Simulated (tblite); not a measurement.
System: Li₂O, singlet: map of symmetric stretch and bend. Scanned: O-Li bond length and Li-O-Li angle.

Cartesian coordinates as functions of the variables (Å; names that start with a are angles):
```
O  0  0  0
Li  r*sin(a/2)  0  r*cos(a/2)
Li  -r*sin(a/2)  0  r*cos(a/2)
```

Method: GFN2-xTB, 300 K electronic temperature run with tblite.

Energy in mEh above the lowest grid point; x is the O-Li bond length (Å), y the Li-O-Li angle (°).

```
y \ x   1.38  1.46  1.54  1.62  1.70  1.78  1.86  1.94  2.03  2.11  2.19
------  ----  ----  ----  ----  ----  ----  ----  ----  ----  ----  ----
180     23.8   6.8   0.0   0.2   5.2  13.5  24.0  36.0  50.8  64.6  78.7
171.36  23.9   6.9   0.2   0.4   5.4  13.6  24.1  36.2  50.9  64.7  78.8
162.73  24.3   7.4   0.6   0.8   5.8  14.1  24.5  36.5  51.2  64.9  78.8
154.09  25.0   8.1   1.4   1.6   6.6  14.8  25.2  37.1  51.6  65.1  78.9
145.45  26.1   9.2   2.5   2.7   7.6  15.8  26.1  37.9  52.2  65.6  79.2
136.82  27.4  10.5   3.8   4.0   9.0  17.0  27.3  38.9  53.0  66.2  79.6
128.18  29.3  12.3   5.5   5.7  10.5  18.5  28.6  40.1  54.0  67.0  80.1
119.55  31.7  14.5   7.6   7.7  12.4  20.2  30.2  41.5  55.2  68.0  80.9
110.91  35.0  17.4  10.2  10.0  14.5  22.2  31.9  43.0  56.6  69.1  81.8
102.27  39.5  21.2  13.6  13.0  17.1  24.5  34.0  44.8  58.1  70.4  83.0
93.64   46.0  26.7  18.1  16.9  20.5  27.4  36.5  46.9  59.8  71.8  84.1
85      55.8  34.7  24.8  22.5  25.2  31.4  39.8  49.7  62.0  73.6  85.5
```

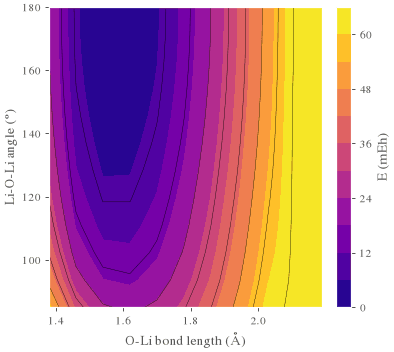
Energy surface, cut off at 65 mEh.

Points that lie below all their neighbours on the grid: x = 1.54, y = 180 on the edge of the grid (0.0 mEh).
